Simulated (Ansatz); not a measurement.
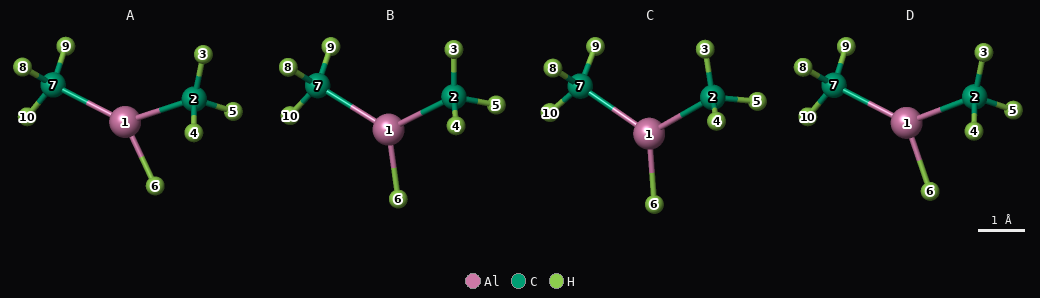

4 geometries from one relaxation of C₂H₇Al, in shuffled order. A ball-and-stick model, seen at a tilt.

The run prepares an end point of a later path (reaction) calculation, from a guessed geometry.

Level of theory: RKS PBE0/6-31G* (Ansatz 0.2.0). Settings: no spin polarisation; force threshold 0.03 eV/Å; at most 50 steps.

Put them in the order of the run, from the start to the converged end.

Answer. A, D, B, C. They are steps 0, 1, 3, 6, at +56.2 kJ/mol, +27.8 kJ/mol, +3.92 kJ/mol relative to the last. The atom that moves furthest after the best rigid fit is H6 (0.74 Å). Largest moves by element: H 0.74 Å, Al 0.28 Å, C 0.18 Å. Among the contacts that change: Al1–H6 1.558 → 1.605 Å, Al1–C2 1.947 → 1.965 Å, Al1–C7 1.958 → 1.966 Å. Bond angles that change, for instance: C2–Al1–H6 84.2° → 118.2°, C2–Al1–C7 139.4° → 121.9°, H6–Al1–C7 136.4° → 119.8°. After 6 geometry steps the energy has fallen by 56.2 kJ/mol. Largest force component: 1.6 eV/Å at the start, 0.015 eV/Å at the end. Cost: 19 s on 1 thread of Arm Neoverse V1 (shared host), peak memory 0.12 GiB.
